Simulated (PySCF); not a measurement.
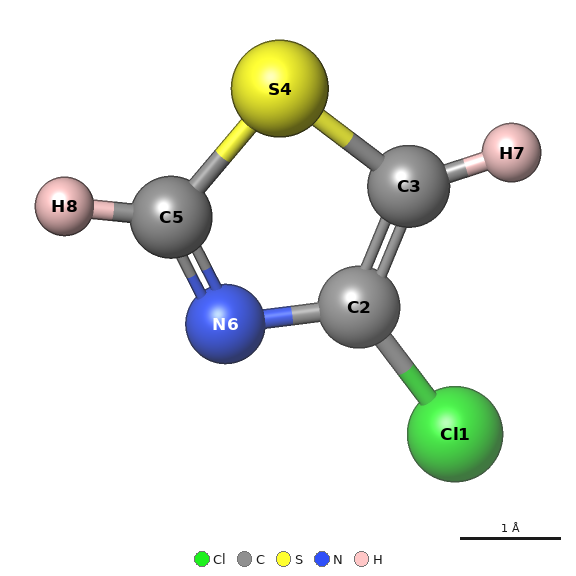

Orthographic view. Atoms fade into the background with distance from the viewer. Computed geometry: PBE0-D3(BJ)/def2-SVP optimisation. No frequency run is at hand to confirm it as a minimum.

Write a MOL file (V2000) with the atoms in numerical order, bonds sorted by atom number with the orders drawn, and coordinates in the frame of the picture: x right, y up, z towards the viewer, origin at the mean position.

```
C3H2ClNS
                    3D

  8  8  0  0  0  0  0  0  0  0999 V2000
    1.4600   -1.9600   -0.9400 Cl  0  0  0  0  0  0  0  0  0  0  0  0
    0.5000   -0.6800   -0.3300 C   0  0  0  0  0  0  0  0  0  0  0  0
    1.0000    0.5300    0.0700 C   0  0  0  0  0  0  0  0  0  0  0  0
   -0.3000    1.5200    0.6200 S   0  0  0  0  0  0  0  0  0  0  0  0
   -1.3900    0.2200    0.2700 C   0  0  0  0  0  0  0  0  0  0  0  0
   -0.8400   -0.8500   -0.2100 N   0  0  0  0  0  0  0  0  0  0  0  0
    2.0300    0.8700    0.0600 H   0  0  0  0  0  0  0  0  0  0  0  0
   -2.4600    0.3300    0.4600 H   0  0  0  0  0  0  0  0  0  0  0  0
  1  2  1  0
  2  3  2  0
  2  6  1  0
  3  4  1  0
  3  7  1  0
  4  5  1  0
  5  6  2  0
  5  8  1  0
M  END
```
